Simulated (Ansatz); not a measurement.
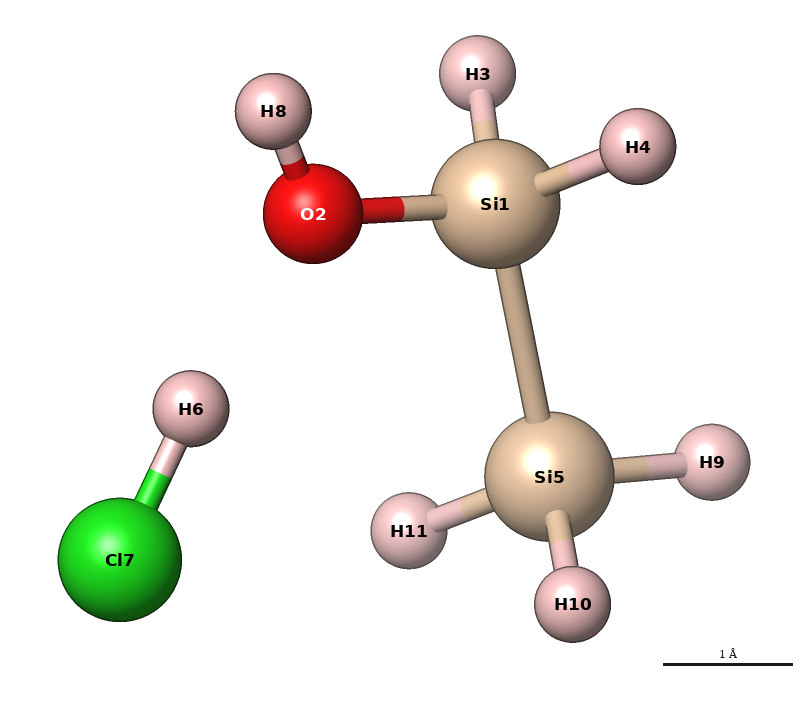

Computed geometry: PBE0-D4/def2-TZVP optimisation. No frequency run is at hand to confirm it as a minimum.

Which hydrogen bonds does the structure hold? Count O, N, F, S and Cl donors.

| D–H···A | D–H (Å) | H···A (Å) | angle (°) | kind |
| --- | --- | --- | --- | --- |
| Cl7–H6···O2 | 1.30 | 1.80 | 172 | intermolecular |
